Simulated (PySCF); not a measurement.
# One shape, several levels: doublet [SF2]+

We compute a comparison of 4 runs (U-wB97X/def2-TZVP, UBHLYP/def2-TZVP, UCAM-B3LYP/def2-TZVP, USCS-MP2/def2-TZVP) of doublet [SF2]+. Input form: a Python script.

Program for the calculation: PySCF 2.14.0.

1 further run of the same task is left out (set aside as unsound or not needed).

## (1) The structure to begin with

[SF2]+: 3 atoms, total charge +1, spin state doublet. As SMILES of the parent species, `FSF`. Geometry: relaxed at PBE0-D4/def2-TZVP. That shape belongs to the parent species and isn't relaxed for this state.

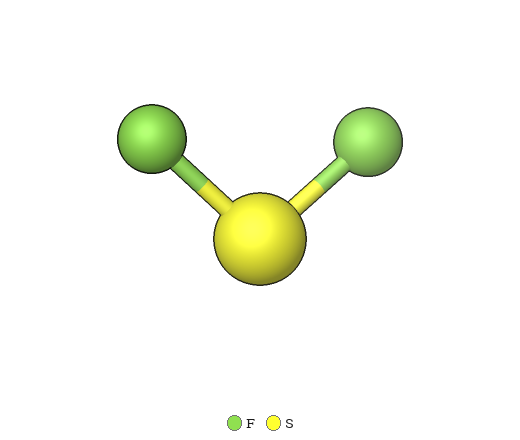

Viewed from a chosen angle; fluorine green, sulfur yellow.

## (2) The energy at U-wB97X/def2-TZVP (run 1)

Input file input.py:

```python
from pyscf import gto, dft

mol = gto.M(
    atom=[
    ('F', (0.440140, 1.116450, 0.365400)),
    ('S', (-0.601990, 0.126530, -0.315250)),
    ('F', (0.161840, -1.242970, -0.050150)),
],
    verbose=3,
    spin=1,
    basis='def2-tzvp',
    max_memory=1860,
    charge=1,
)

mf = dft.UKS(mol)
mf.xc = 'wb97x'
mf.conv_tol = 1e-10
mf.grids.level = 5
mf.kernel()
if not mf.converged:
    mf = mf.newton().run(mf.mo_coeff, mf.mo_occ)

etot = mf.e_tot
print('E = %.10f Eh' % etot)
```

Run with:

```bash
$ OMP_NUM_THREADS=1 python input.py
```

The log of the run:

```text
WARN: HOMO -0.246265752792979 >= LUMO -0.246265752792972

converged SCF energy = -597.506389451179  <S^2> = 0.75522335  2S+1 = 2.0052165
E = -597.5063894512 Eh
```

Run time: 25 s. Hardware: 1 thread of Arm Neoverse V2, shared host; peak memory 0.5 GiB.

## (3) A single-point energy at UBHLYP/def2-TZVP (run 2)

Input file input.py:

```python
from pyscf import gto, dft

mol = gto.M(
    atom='''
F      0.440140     1.116450     0.365400
S     -0.601990     0.126530    -0.315250
F      0.161840    -1.242970    -0.050150
''',
    basis='def2-tzvp',
    spin=1,
    charge=1,
    max_memory=1860,
    verbose=4,
)

ks = dft.UKS(mol, xc='bhandhlyp')
ks.grids.level = 5
ks.conv_tol = 1e-10
ks.kernel()
if not ks.converged:
    ks = ks.newton().run(ks.mo_coeff, ks.mo_occ)

e_final = ks.e_tot
print(f'total energy: {e_final:.8f} hartree')
```

Run with:

```bash
$ OMP_NUM_THREADS=1 python input.py
```

The log of the run:

```text
PySCF version 2.14.0

[... 52 lines left out ...]
WARN: HOMO -0.238333129024817 >= LUMO -0.238333129024809
[... 54 lines left out ...]
converged SCF energy = -597.472472801602  <S^2> = 0.75886483  2S+1 = 2.0088453
total energy: -597.47247280 hartree
```

It took 20 s on 1 thread of Arm Neoverse V2, shared host; peak memory 0.5 GiB.

Run 3 isn't shown in full; the table further down has it.

## (4) A single-point energy at USCS-MP2/def2-TZVP (run 4)

Input file start.xyz:

```xyz
3

F      0.440140     1.116450     0.365400
S     -0.601990     0.126530    -0.315250
F      0.161840    -1.242970    -0.050150
```

Input file calc.py:

```python
from pyscf import gto, scf, mp

mol = gto.Mole()
mol.atom = 'start.xyz'
mol.verbose = 3
mol.max_memory = 1860
mol.basis = 'def2-tzvp'
mol.spin = 1
mol.charge = 1
mol.build()

calc0 = scf.UHF(mol)
calc0.conv_tol = 1e-10
calc0.kernel()
if not calc0.converged:
    calc0 = calc0.newton().run(calc0.mo_coeff, calc0.mo_occ)

pt = mp.MP2(calc0, frozen=7).run()
e_tot = calc0.e_tot + 1.2 * pt.e_corr_os + pt.e_corr_ss / 3
print('E(%s) = %.9f' % ('SCS-MP2', e_tot))
```

Run with:

```bash
$ OMP_NUM_THREADS=1 python calc.py
```

The log of the run:

```text
converged SCF energy = -596.097217942444  <S^2> = 0.77431741  2S+1 = 2.0241713
E(UMP2) = -596.745940803435  E_corr = -0.648722860991617
E(SCS-UMP2) = -596.728379792208  E_corr = -0.631161849764076
E(SCS-MP2) = -596.728379792
```

Run time: 3.6 s. Hardware: 1 thread of Arm Neoverse V2, shared host; peak memory 0.25 GiB.

## (5) Overview of the runs

| run | level | integration grid | frozen core orbitals | energy (Eh) | HOMO energy (eV) | LUMO energy (eV) | ⟨S²⟩ | wall time |
| --- | --- | --- | --- | --- | --- | --- | --- | --- |
| 1 | U-wB97X/def2-TZVP | 5 | – | -597.506389 | -19.81 | -10.71 | 0.755 | 25 s |
| 2 | UBHLYP/def2-TZVP | 5 | – | -597.472473 | -19.10 | -11.96 | 0.759 | 20 s |
| 3 | UCAM-B3LYP/def2-TZVP | 5 | – | -597.522878 | -18.84 | -11.87 | 0.755 | 25 s |
| 4 | USCS-MP2/def2-TZVP | – | 7 | -596.728380 | -22.08 | -8.49 | 0.774 | 3.6 s |

## (6) Outcome

| quantity | value |
| --- | --- |
| run 4: total energy | -596.72838 Eh |
| run 4: HOMO energy (Hartree–Fock orbitals) (highest over α and β) | -22.08 eV |
| run 4: LUMO energy (Hartree–Fock orbitals) (lowest over α and β) | -8.49 eV |
| run 4: correlation energy (7 core orbitals frozen) | -631.2 mEh |
| run 4: ⟨S²⟩ of the reference determinant | 0.774 |

**Reading.** Totals of different functionals can't be ranked against each other. All runs together took 73 s, the longest 25 s.
